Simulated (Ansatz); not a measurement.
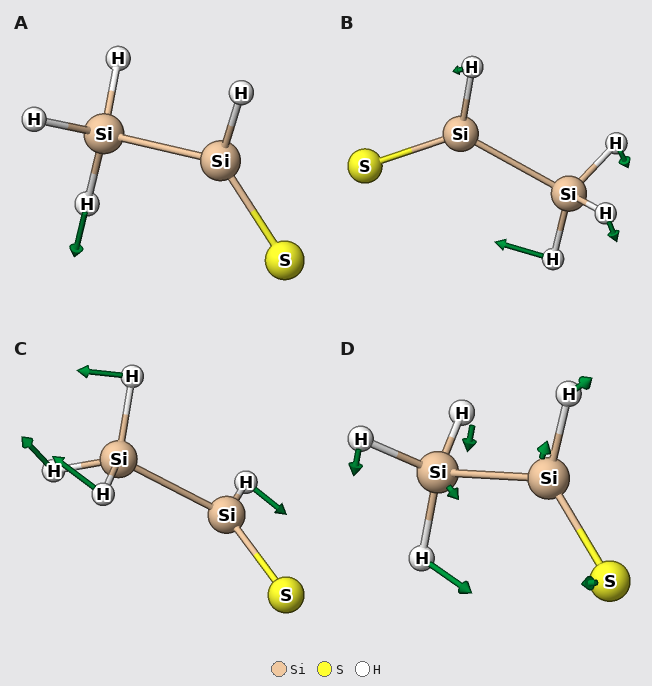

4 normal modes of one molecule or complex, as arrows. Harmonic vibrations computed with RKS PBE0-D4/def2-TZVP (Ansatz 0.2.0) at a stationary point of the same level.

Question: Match the panels to the wavenumbers 136 cm⁻¹, 514 cm⁻¹, 870 cm⁻¹, 2259 cm⁻¹.

Answer: A: 2259 cm⁻¹, Si–H stretching
B: 514 cm⁻¹, H–Si–Si bending
C: 870 cm⁻¹, angle bending
D: 136 cm⁻¹, angle bending
